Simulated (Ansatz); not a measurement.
Consider FInNP (SMILES F/P=[N]\[In]).

Input

```
crystal:
  periodic: [false, false, false]
  atoms:
    - symbol: F
      position_ang: [-1.469988, -3.579631, 1.441319]
    - symbol: In
      position_ang: [-1.605705, 0.080414, 2.513979]
    - symbol: N
      position_ang: [-0.210074, -1.552666, 2.535190]
    - symbol: P
      position_ang: [-0.063625, -3.028337, 2.137049]
basis:
  gaussian: {orbitals: def2-TZVPD}
hamiltonian: {xc: pbe0}
output: {forces: true, orbitals: {seedname: orbitals}}
```

Launched as:

```sh
ansatz run input.yaml --threads 1 --pin off --max-ram 2610MiB --events-out events.jsonl --progress --plain --runs-dir runs
```

Geometry: r2SCAN-D4/def2-SVP; core potentials replace the inner electrons of In.

Level of theory: isolated molecule in a Gaussian basis; Kohn-Sham density functional theory, functional PBE0 (Ansatz 0.2.0).

> What will maps of the electron density and electron localisation function show?

P–N (1.54 Å): ρ at the midpoint is about 1.8 e/Å³; the ELF peaks at about 0.85 between the atoms (a polar covalent bond).
P–F (1.66 Å): ρ at the midpoint is about 1.2 e/Å³; the ELF peaks at about 0.80 in the valence shell of F, 0.5 Å from its nucleus, and is about 0.65 at the midpoint.
In–N (2.15 Å): ρ at the midpoint is about 0.58 e/Å³; the ELF peaks at about 0.90 in the valence shell of N, 0.6 Å from its nucleus, and drops to about 0.15 between the two atoms.

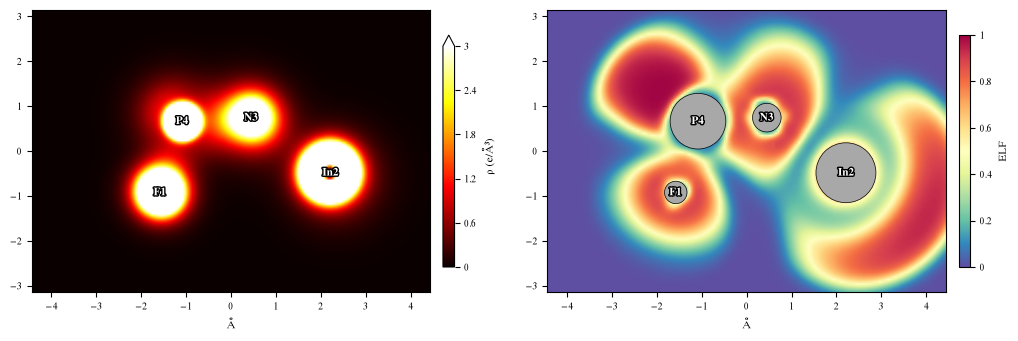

Computed electron density and electron localisation function on the molecular plane, in this order. Grey discs cover the atomic cores in the ELF map. 
